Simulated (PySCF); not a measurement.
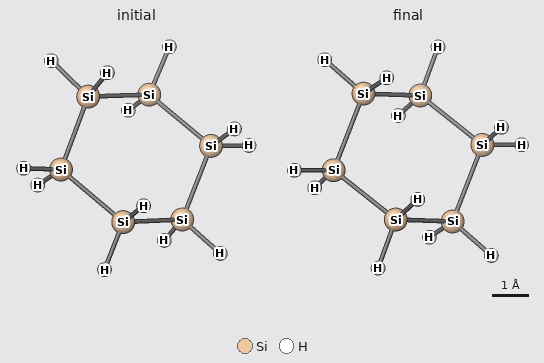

The structure of Si6H12 before (left) and after (right) a relaxation, at one scale.

A ball-and-stick model, seen at a tilt.

The start comes from GFN2-xTB. Its atoms were then displaced at random by about 0.03 Å.

Computed with PBE0-D3(BJ)/def2-SVP geometry optimisation, gas phase in PySCF. 

Q: Summarise the run.

A: Over 11 geometry steps the energy falls by 46.7 kJ/mol. An H atom moves most after the best rigid fit: 0.27 Å. Largest moves by element: H 0.27 Å, Si 0.18 Å. Among the contacts that change: H–Si 1.394 → 1.498 Å, Si–Si 2.265 → 2.348 Å, H–Si 1.430 → 1.498 Å, H–Si 1.552 → 1.498 Å. Among the angles between lasting bonds that change: H–Si–H 99.6° → 108.6°, H–Si–Si 118.0° → 111.1°, H–Si–Si 102.0° → 108.9°. The run took 7.7 min on 1 thread of Intel(R) Xeon(R) Processor @ 2.50GHz, with other jobs on the host.
